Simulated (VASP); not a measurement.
Band structure of IrPd$_{3}$ (ordered alloy cell). Computed with PBEsol GGA, VASP's PBE PAW potentials (set 64) (plane waves; VASP 6.6.1).

Unless said otherwise, spin-orbit coupling is left out, though it shifts the bands of the heavy elements here.

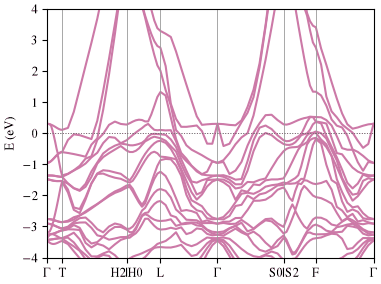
Figure. Bands along high-symmetry lines, zero at the valence-band maximum or, without a gap, the Fermi level

Task: Read the plot: is there a gap, and where are the band edges?

Result: It has no gap at this level: it comes out as a metal or semimetal. (Edges off the drawn lines would not show.)

The structure was generated: IrPd3 was put into an ordered model structure (R-3m), which need not be its known phase. It was relaxed first. The electron count is odd and the run is not spin-polarised, which forces a metal.
